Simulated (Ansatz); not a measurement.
# ClGaH2: the cost of one run

Computed with Ansatz 0.2.0, driven from Python. The levels of theory stand in the script.

## 1. Starting point

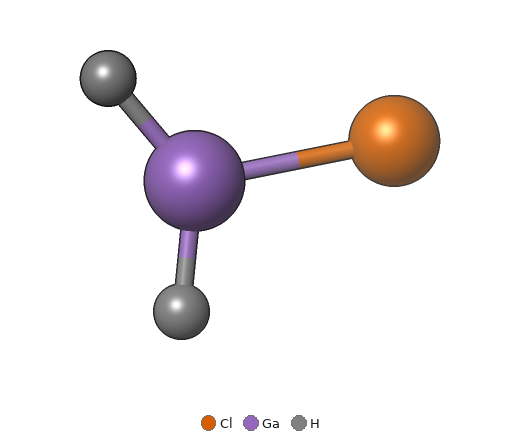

The structure that the script starts from, seen from a chosen angle (chlorine orange, gallium purple, hydrogen grey).

No structure file is read: the coordinates are typed or built in the script.

## 2. The script

Input file clgah2.py:

```python
'''ClGaH2 at several levels of theory.'''

from pathlib import Path

import ansatz
from ase import Atoms
import numpy as np

atoms = Atoms(['Cl', 'Ga', 'H', 'H'], positions=[
    [-1.6931, 0.4095, -0.7847],
    [0.2702, -0.0455, 0.0984],
    [0.484, -1.3943, -0.1301],
    [0.9945, 0.9701, 0.7961],
])
system = ansatz.Crystal.molecule_from_ase(atoms)

setup = system.calculation().basis(gaussian='def2-SVP')

print('functional    E (Ha)        dipole (D)   HOMO (eV)  LUMO (eV)')
for name in ['r2scan0', 'pbe0', 'blyp', 'lc_wpbe']:
    data = setup.functional(name).forces().orbitals().run(threads=1, runs_dir='runs').report
    lines = Path(data['orbitals_path']).read_text().splitlines()
    field_of = lambda key: [line.split('=')[1].strip() for line in lines if line.startswith(key)]
    orbitals = [(27.211386 * float(e), s, float(n)) for e, s, n in zip(field_of('Ene='), field_of('Spin='), field_of('Occup='))]
    homo = max(e for e, _, n in orbitals if n > 0.5)
    lumo = min(e for e, _, n in orbitals if n < 0.5)
    dipole = 4.803205 * np.linalg.norm(data['charge_distribution']['dipole_moment_e_ang'])
    print(f'{name:10s} {data["free_energy_ev"] / 27.211386246:14.6f} {dipole:9.3f} {homo:11.3f} {lumo:10.3f}')
```

## 3. What the engine is handed

The engine receives this input (first run):

```yaml
crystal:
  periodic: [false, false, false]
  atoms:
    - { symbol: Cl, position_ang: [-1.6931, 0.4095, -0.7847] }
    - { symbol: Ga, position_ang: [0.2702, -0.0455, 0.0984] }
    - { symbol: H, position_ang: [0.484, -1.3943, -0.1301] }
    - { symbol: H, position_ang: [0.9945, 0.9701, 0.7961] }
basis:
  gaussian:
    orbitals: def2-SVP
hamiltonian:
  xc: r2scan0
output:
  orbitals: {}
  forces: true
```

## 4. Running it

Started as:

```bash
> python clgah2.py
```

What time and memory should one allow on 1 thread of Intel Xeon Platinum 8259CL at 2.50GHz (Skylake/Cascade Lake), shared host?

About 9.2 s, with a peak of 0.2 GiB.
